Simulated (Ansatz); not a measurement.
# BGeHF (quartet): the correlation ladder at a displaced geometry (v2), cc-pVDZ

Aim: climb from Hartree-Fock through coupled cluster for BGeHF (quartet) at one geometry and basis, and see what each rung misses.

Program: Ansatz 0.2.0, Gaussian basis. Level of theory: cc-pVDZ, core rule «outside noble gas», up to 16 orbitals frozen. These are calculated values, not measurements.

To be run: UHF; CCSD(T) on ROHF; CCSD(T) on UHF; BCCD(T) on ROHF; CISD as a restricted active space (open shells left free, so some higher excitations enter); CCSDT(Q) on ROHF; CCSDT(Q) on UHF.

19 further runs of the same task are left out: 7 that didn't finish, 12 set aside as unsound or not needed. Runs told in other sessions of the task aren't counted.

### 1 The geometry

The geometry is a PBE0/def2-TZVP stationary point (not a proven minimum) with its atoms shifted at random (size 0.100 Å). No spin-orbit coupling is included. The filled d shell of Ge may be among the frozen orbitals whatever the setting's name suggests.

4 atoms, charge 0, spin multiplicity 4.

Atoms are counted from 1 here; the program's logs count them from 0.

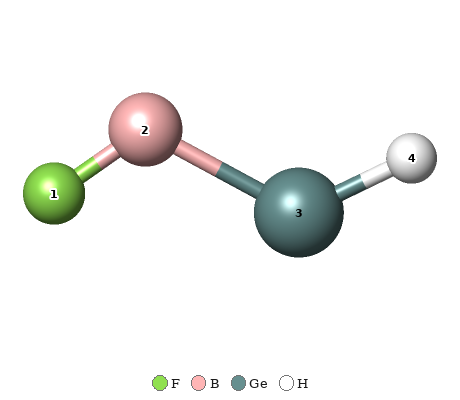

The structure; fluorine green, boron pink, germanium teal, hydrogen white; atoms are numbered from 1 in the order of the file.

In the tables R marks a restricted open-shell determinant and U an unrestricted one; energies count from the table's Hartree-Fock row.

### 2 UHF

Contents of in.yaml:

```yaml
crystal:
  periodic: [false, false, false]
  atoms:
    - {symbol: F, position_ang: [0.079244, -0.173186, 2.181615]}
    - {symbol: B, position_ang: [-0.085630, 0.690823, 1.197696]}
    - {symbol: Ge, position_ang: [-0.009010, -0.067944, -0.721492]}
    - {symbol: H, position_ang: [0.074099, 0.751281, -1.970686]}
basis:
  gaussian: {orbitals: cc-pVDZ}
magnetization: {spin_polarized: true, initial_magnetization: 3}
hamiltonian: {xc: hf}
output: {orbitals: {seedname: orbitals}}
```

The run is started by

```
$ ansatz run in.yaml --threads 1 --pin off --events-out ev --progress --plain --max-ram 2393MiB
```

The program printed:

```text
Functional definition: HF
  name "HF"
  cite "Fock, Z. Phys. 61, 126 (1930) doi:10.1007/BF01340294"
  parent pbe
  exchange = exact_x
  correlation = 0
631 factors; integrals over basis functions are off by at most 1.0e-3 eV
mean field evaluation 1: about -59861.9982 eV, gradient 1.5e1 eV
mean field evaluation 2: about -59862.0363 eV, gradient 1.5e1 eV
mean field evaluation 4: about -59864.0406 eV, gradient 3.4e0 eV
mean field evaluation 8: about -59864.2770 eV, gradient 2.3e-1 eV
mean field -59864.27871477 eV, -2199.9716653024 hartree, gradient 1.9e-5 eV, S^2 3.759488; 0 other end points of the search recorded, 0 dependent functions left out
reference -59864.27871477 eV, -2199.9716653024 hartree; 25, 22 occupied and 35, 38 virtual orbitals, 631 factors
Total energy: -59864.27871477 eV, -2199.9716653024 hartree
```

It took 1.4 s on 1 thread of Intel Xeon Platinum 8259CL at 2.50GHz, shared host.

From the report: ⟨S²⟩ of the determinant 3.759 (pure quartet: 3.75).

### 3 CCSD(T) on ROHF

Edit in.yaml of step 2 so:

```diff
@@ -9,4 +9,4 @@
   gaussian: {orbitals: cc-pVDZ}
-magnetization: {spin_polarized: true, initial_magnetization: 3}
-hamiltonian: {xc: hf}
-output: {orbitals: {seedname: orbitals}}
+magnetization: {spin_polarized: false, initial_magnetization: 3}
+correlation: {method: ccsd_t, electrons: outside_noble_gas}
+output: {forces: true}
```

Same command.

The program printed, cut to the lines that bear on the results:

```text
Functional definition: HF
  name "HF"
  cite "Fock, Z. Phys. 61, 126 (1930) doi:10.1007/BF01340294"
  parent pbe
[...]
631 factors; integrals over basis functions are off by at most 1.0e-3 eV
[...]
mean field -59864.18988182 eV, -2199.9684007517 hartree, gradient 3.6e-6 eV, S^2 3.750000; 1 other end points of the search recorded, 0 dependent functions left out
[...]
determinant -59864.18988182 eV, -2199.9684007517 hartree, with singles and doubles -59873.18280027 eV, -2200.2988844092 hartree
determinant -59861.73610461 eV, -2199.8782261023 hartree, with singles and doubles -59870.97111394 eV, -2200.2176064354 hartree
16 core orbitals not correlated: weight in the atoms' cores, before any rotation towards them, 0.994 or more for the frozen orbitals, at most 0.009 for the correlated occupied ones
reference -59864.18988182 eV, -2199.9684007517 hartree; 9, 6 occupied and 35, 38 virtual orbitals, 631 factors
second order -8.25578418 eV of doubles, -0.04786621 eV of singles
cycle   1  -8.99344762 eV  change   -5.3e-4 eV  update   1.3e-3
[...]
cycle  12  -8.99360096 eV  change    7.9e-7 eV  update   6.9e-7
perturbative correction -0.22356168 eV, -0.0082157403 hartree
[...]
Total energy: -59873.40704447 eV, -2200.3071252312 hartree
Atom 0 at     0.079244    -0.173186     2.181615 Å, force     0.010753    -0.437531     0.612346 eV/Å
Atom 1 at    -0.085630     0.690823     1.197696 Å, force    -0.019753     0.492820    -0.374468 eV/Å
Atom 2 at    -0.009010    -0.067944    -0.721492 Å, force     0.029827    -0.574994     0.525064 eV/Å
Atom 3 at     0.074099     0.751281    -1.970686 Å, force    -0.020828     0.519706    -0.762942 eV/Å
Dipole moment:    -0.009020    -0.018508    -0.196163 e Å
```

It took 14 s on 1 thread of Intel Xeon Platinum 8259CL at 2.50GHz, shared host.

From the report: correlation -9.2172 eV; T1 0.024; largest double amplitude 0.04.

### 4 CCSD(T) on UHF

Edit in.yaml of step 3 so:

```diff
@@ -9,3 +9,3 @@
   gaussian: {orbitals: cc-pVDZ}
-magnetization: {spin_polarized: false, initial_magnetization: 3}
+magnetization: {spin_polarized: true, initial_magnetization: 3}
 correlation: {method: ccsd_t, electrons: outside_noble_gas}
```

Same command.

The program printed, cut to the lines that bear on the results:

```text
Functional definition: HF
  name "HF"
  cite "Fock, Z. Phys. 61, 126 (1930) doi:10.1007/BF01340294"
  parent pbe
[...]
631 factors; integrals over basis functions are off by at most 1.0e-3 eV
[...]
mean field -59864.27871477 eV, -2199.9716653024 hartree, gradient 5.6e-6 eV, S^2 3.759488; 1 other end points of the search recorded, 0 dependent functions left out
determinant -59864.27871477 eV, -2199.9716653024 hartree, with singles and doubles -59873.19525974 eV, -2200.2993422861 hartree
determinant -59862.08860579 eV, -2199.8911802818 hartree, with singles and doubles -59870.98017286 eV, -2200.2179393445 hartree
16 core orbitals not correlated: weight in the atoms' cores, before any rotation towards them, 0.992 or more for the frozen orbitals, at most 0.014 for the correlated occupied ones
reference -59864.27871477 eV, -2199.9716653024 hartree; 9, 6 occupied and 35, 38 virtual orbitals, 631 factors
second order -8.22991724 eV of doubles, -0.00000000 eV of singles
cycle   1  -8.91710571 eV  change   -5.6e-4 eV  update   1.4e-3
[...]
cycle  12  -8.91733536 eV  change    7.4e-7 eV  update   8.5e-7
perturbative correction -0.22256872 eV, -0.0081792496 hartree
[...]
Total energy: -59873.41861886 eV, -2200.3075505822 hartree
Atom 0 at     0.079244    -0.173186     2.181615 Å, force     0.007723    -0.420137     0.590228 eV/Å
Atom 1 at    -0.085630     0.690823     1.197696 Å, force    -0.016965     0.477433    -0.349628 eV/Å
Atom 2 at    -0.009010    -0.067944    -0.721492 Å, force     0.029951    -0.574799     0.519234 eV/Å
Atom 3 at     0.074099     0.751281    -1.970686 Å, force    -0.020709     0.517503    -0.759834 eV/Å
Dipole moment:    -0.009012    -0.018824    -0.197633 e Å
```

It took 12 s on 1 thread of Intel Xeon Platinum 8259CL at 2.50GHz, shared host.

From the report: ⟨S²⟩ of the determinant 3.759 (pure quartet: 3.75); correlation -9.1399 eV; T1 0.021; largest double amplitude 0.04.

### 5 BCCD(T) on ROHF

Edit in.yaml of step 4 so:

```diff
@@ -9,4 +9,3 @@
   gaussian: {orbitals: cc-pVDZ}
-magnetization: {spin_polarized: true, initial_magnetization: 3}
-correlation: {method: ccsd_t, electrons: outside_noble_gas}
-output: {forces: true}
+magnetization: {spin_polarized: false, initial_magnetization: 3}
+correlation: {method: bccd_t, electrons: outside_noble_gas}
```

The command is unchanged.

The program printed, cut to the lines that bear on the results:

```text
Functional definition: HF
  name "HF"
  cite "Fock, Z. Phys. 61, 126 (1930) doi:10.1007/BF01340294"
  parent pbe
[...]
631 factors; integrals over basis functions are off by at most 1.0e-3 eV
[...]
mean field -59864.18988182 eV, -2199.9684007517 hartree, gradient 3.6e-6 eV, S^2 3.750000; 1 other end points of the search recorded, 0 dependent functions left out
[...]
determinant -59864.18988182 eV, -2199.9684007517 hartree, with singles and doubles -59873.18280027 eV, -2200.2988844092 hartree
determinant -59861.73610461 eV, -2199.8782261023 hartree, with singles and doubles -59870.97111394 eV, -2200.2176064354 hartree
16 core orbitals not correlated: weight in the atoms' cores, before any rotation towards them, 0.994 or more for the frozen orbitals, at most 0.009 for the correlated occupied ones
reference -59864.18988182 eV, -2199.9684007517 hartree; 9, 6 occupied and 35, 38 virtual orbitals, 631 factors
second order -8.25578418 eV of doubles, -0.04786621 eV of singles
cycle   1  -8.96485858 eV  change    2.8e-2 eV  update   1.3e-2
[...]
cycle  10  -8.96342799 eV  change    2.5e-6 eV  update   9.3e-6
perturbative correction -0.25909377 eV, -0.0095215206 hartree
Total energy: -59873.41240358 eV, -2200.3073221751 hartree
```

Run time: 7.5 s. Hardware: 1 thread of Intel Xeon Platinum 8259CL at 2.50GHz, shared host.

From the report: correlation -9.2225 eV; largest double amplitude 0.04.

### 6 CISD as a restricted active space (open shells left free, so some higher excitations enter)

Edit in.yaml of step 5 so:

```diff
@@ -10,2 +10,2 @@
 magnetization: {spin_polarized: false, initial_magnetization: 3}
-correlation: {method: bccd_t, electrons: outside_noble_gas}
+correlation: {active_space: {ras: {orbitals: [6, 3, 35], electrons: 15, max_holes: 2, max_particles: 2}, fixed_orbitals: true}}
```

The command is unchanged.

The program printed:

```text
Functional definition: HF
  name "HF"
  cite "Fock, Z. Phys. 61, 126 (1930) doi:10.1007/BF01340294"
  parent pbe
  exchange = exact_x
  correlation = 0
631 factors; integrals over basis functions are off by at most 1.0e-3 eV
mean field evaluation 1: about -59861.9521 eV, gradient 2.2e1 eV
mean field evaluation 2: about -59861.9884 eV, gradient 2.2e1 eV
mean field evaluation 4: about -59864.0829 eV, gradient 2.7e0 eV
mean field evaluation 8: about -59864.1886 eV, gradient 3.1e-1 eV
mean field -59864.18988182 eV, -2199.9684007517 hartree, gradient 3.6e-6 eV, S^2 3.750000; 0 other end points of the search recorded, 0 dependent functions left out
reference -59864.18988182 eV, -2199.9684007517 hartree; 25, 22 occupied and 35, 38 virtual orbitals, 631 factors
state -59872.41660337 eV, -2200.2707271923 hartree
Total energy: -59872.41660337 eV, -2200.2707271923 hartree
```

It took 29 s on 1 thread of Intel Xeon Platinum 8259CL at 2.50GHz, shared host.

From the report: 579,664 determinants.

### 7 CCSDT(Q) on ROHF

Edit in.yaml of step 6 so:

```diff
@@ -10,2 +10,2 @@
 magnetization: {spin_polarized: false, initial_magnetization: 3}
-correlation: {active_space: {ras: {orbitals: [6, 3, 35], electrons: 15, max_holes: 2, max_particles: 2}, fixed_orbitals: true}}
+correlation: {method: ccsdt_q, electrons: outside_noble_gas}
```

The command is unchanged.

The program printed, cut to the lines that bear on the results:

```text
Functional definition: HF
  name "HF"
  cite "Fock, Z. Phys. 61, 126 (1930) doi:10.1007/BF01340294"
  parent pbe
[...]
1131 factors; integrals over basis functions are off by at most 2.3e-7 eV
[...]
mean field -59864.19001029 eV, -2199.9684054727 hartree, gradient 3.8e-6 eV, S^2 3.750000; 1 other end points of the search recorded, 0 dependent functions left out
[...]
determinant -59864.19001029 eV, -2199.9684054727 hartree, with singles and doubles -59873.18293948 eV, -2200.2988895249 hartree
determinant -59861.73626152 eV, -2199.8782318686 hartree, with singles and doubles -59870.97128101 eV, -2200.2176125752 hartree
16 core orbitals not correlated: weight in the atoms' cores, before any rotation towards them, 0.994 or more for the frozen orbitals, at most 0.009 for the correlated occupied ones
reference -59864.19001029 eV, -2199.9684054727 hartree; 9, 6 occupied and 35, 38 virtual orbitals, 1131 factors
second order -8.25581574 eV of doubles, -0.04786585 eV of singles
cycle   1  -8.62242514 eV  change   -3.2e-1 eV  update   9.8e-2
[...]
cycle  19  -9.25021999 eV  change   -6.7e-7 eV  update   1.7e-6
perturbative correction -0.01371044 eV, -0.0005038493 hartree
Total energy: -59873.45394072 eV, -2200.3088486366 hartree
```

Wall time 3.3 min (1 thread of Intel Xeon Platinum 8259CL at 2.50GHz, shared host); peak memory 1.2 GiB.

From the report: correlation -9.2639 eV; T1 0.024; largest double amplitude 0.05.

### 8 CCSDT(Q) on UHF

Edit in.yaml of step 7 so:

```diff
@@ -9,3 +9,3 @@
   gaussian: {orbitals: cc-pVDZ}
-magnetization: {spin_polarized: false, initial_magnetization: 3}
+magnetization: {spin_polarized: true, initial_magnetization: 3}
 correlation: {method: ccsdt_q, electrons: outside_noble_gas}
```

The command is unchanged.

The program printed, cut to the lines that bear on the results:

```text
Functional definition: HF
  name "HF"
  cite "Fock, Z. Phys. 61, 126 (1930) doi:10.1007/BF01340294"
  parent pbe
[...]
1131 factors; integrals over basis functions are off by at most 2.3e-7 eV
[...]
mean field -59864.27884252 eV, -2199.9716699968 hartree, gradient 6.6e-6 eV, S^2 3.759488; 1 other end points of the search recorded, 0 dependent functions left out
determinant -59864.27884252 eV, -2199.9716699968 hartree, with singles and doubles -59873.19539975 eV, -2200.2993474314 hartree
determinant -59862.08876298 eV, -2199.8911860586 hartree, with singles and doubles -59870.98033869 eV, -2200.2179454388 hartree
16 core orbitals not correlated: weight in the atoms' cores, before any rotation towards them, 0.992 or more for the frozen orbitals, at most 0.014 for the correlated occupied ones
reference -59864.27884252 eV, -2199.9716699968 hartree; 9, 6 occupied and 35, 38 virtual orbitals, 1131 factors
second order -8.22994858 eV of doubles, -0.00000000 eV of singles
cycle   1  -8.54287676 eV  change   -3.1e-1 eV  update   9.8e-2
[...]
cycle  18  -9.17292563 eV  change   -3.4e-7 eV  update   1.8e-6
perturbative correction -0.01720767 eV, -0.0006323701 hartree
Total energy: -59873.46897581 eV, -2200.3094011661 hartree
```

Run time: 2.6 min. Hardware: 1 thread of Intel Xeon Platinum 8259CL at 2.50GHz, shared host; peak memory 0.91 GiB.

From the report: ⟨S²⟩ of the determinant 3.759 (pure quartet: 3.75); correlation -9.1901 eV; T1 0.022; largest double amplitude 0.05.

### 9 All levels against the top one

The yardstick is UCCSDT(Q), where the cluster series has nearly closed. Rows without a time are mean-field rows or come out of runs for another level: lower rungs of the coupled-cluster runs, or the Hartree-Fock search. The times of RCCSD(T), UCCSD(T) include forces.

```tsv
method	energy from the lowest ROHF (kcal/mol)	from UCCSDT(Q) (kcal/mol)	time
ROHF	0.00	+213.98	
UHF	-2.05	+211.93	
RMP2	-191.49	+22.49	
UMP2	-191.83	+22.15	
RCCSD	-207.40	+6.58	
UCCSD	-207.69	+6.29	
RCCSD(T)	-212.55	+1.43	14 s
UCCSD(T)	-212.82	+1.16	12 s
BCCD(T)	-212.68	+1.30	7.5 s
RCCSDT	-213.32	+0.66	
UCCSDT	-213.58	+0.40	
RCCSDT(Q)	-213.63	+0.35	3.3 min
UCCSDT(Q)	-213.98	0	2.6 min
```

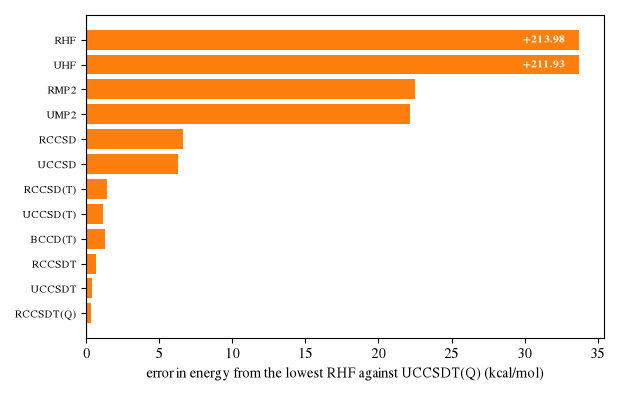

Error of each method against UCCSDT(Q). Bars with a number in them are cut short.

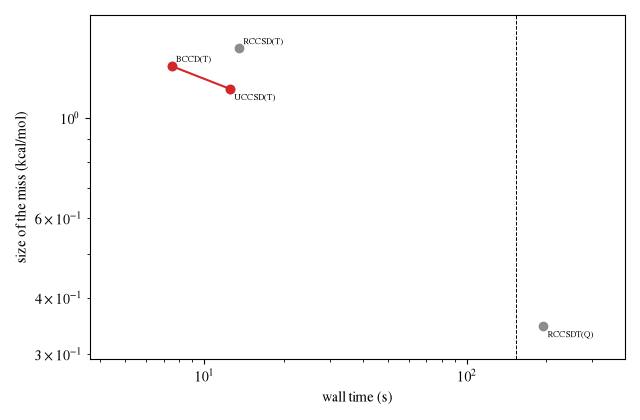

Miss against cost. Red marks the levels that no quicker level drawn beats (of those quicker than the yardstick), and the dashed line is the time of UCCSDT(Q). Times are from a shared host.

Not comparable, so not listed: CISD as a restricted active space (open shells left free, so some higher excitations enter) (they don't share determinant, frozen orbitals or solution with the rows shown, or repeat one).

### 10 What came out

| quantity | value |
| --- | --- |
| UCCSDT(Q) from the ROHF energy | -9.2791 eV |
| RMP2 from UCCSDT(Q) | +22.49 kcal/mol |
| UMP2 from UCCSDT(Q) | +22.15 kcal/mol |
| RCCSD from UCCSDT(Q) | +6.58 kcal/mol |
| RCCSD(T) from UCCSDT(Q) | +1.43 kcal/mol |
| UCCSD(T) from UCCSDT(Q) | +1.16 kcal/mol |
| RCCSDT(Q) from UCCSDT(Q) | +0.35 kcal/mol |
| levels within 1 kcal/mol (43 meV) | RCCSDT, UCCSDT, RCCSDT(Q) |
| T1 diagnostic | 0.024 |

**Reading.** RCCSD(T) lands +1.43 kcal/mol from the yardstick (0.7 % of the correlation energy). These misses are within one basis, not against nature; the frozen cores of restricted and unrestricted runs differ, which can shift their rows.

For cost: UCCSD(T) gets within 1.16 kcal/mol in 12 s, where UCCSDT(Q) took 2.6 min; the quickest level in the cost chart, BCCD(T), takes 7.5 s and misses by 1.30 kcal/mol.
